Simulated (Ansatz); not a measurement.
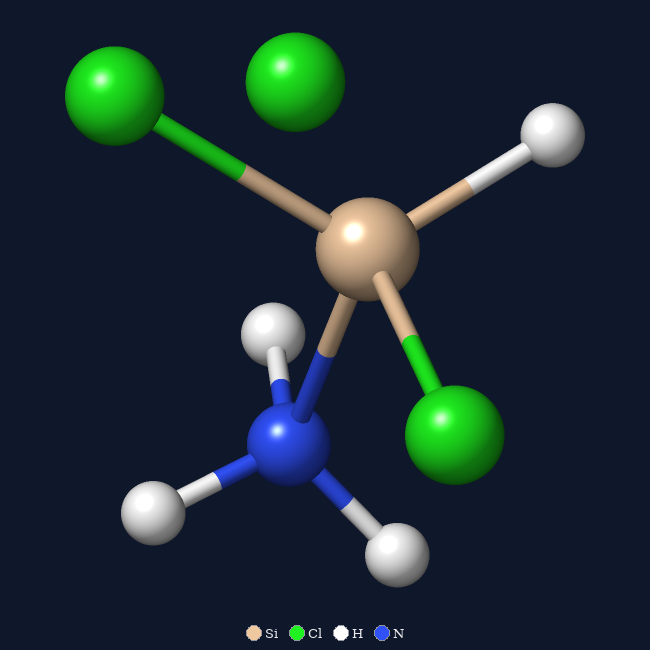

Sticks follow a distance rule. Harmonic vibrations computed with RKS PBE0-D4/def2-TZVP (Ansatz 0.2.0) at a stationary point of the same level.

**How many imaginary frequencies does it have?**

A first-order saddle point: one imaginary frequency, 195i cm⁻¹.

**How many vibrational modes are there, and where do they lie?**

21 modes: 195i, 91, 147, 184, 228, 250, 388, 476, 578, 621, 693, 783, 903, 914, 1146, 1510, 1552, 1951, 2373, 3499, 3586 cm⁻¹.
